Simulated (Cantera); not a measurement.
Feed: 1 mol SiF4, 0.54 mol N2O, a varied amount of H2, at 1427 °C and 0.100 bar.

Equilibrium computed with Cantera from the NASA thermochemical tables; the gas is ideal and each condensed phase is pure. Candidate condensed phases: H2O, Si, SiO2, Si2N2O, Si3N4; 58 gas species. The tables' values for SiF3, SiF2 are old estimates; treat these amounts as uncertain. The tables hold silica as quartz up to 1696 K and as liquid above; real silica turns to tridymite and cristobalite and melts near 1996 K. Rates play no part.

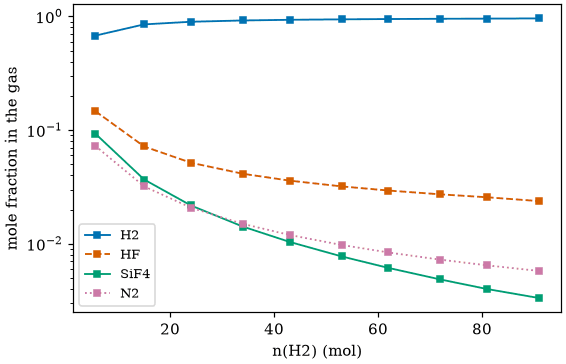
Equilibrium gas composition (values under 1e-9 drawn at 1e-9)

Question: Read off the mole fractions at 15 mol H2.

Answer: H2 about 0.85, HF about 0.072, SiF4 about 0.037, N2 about 0.032.
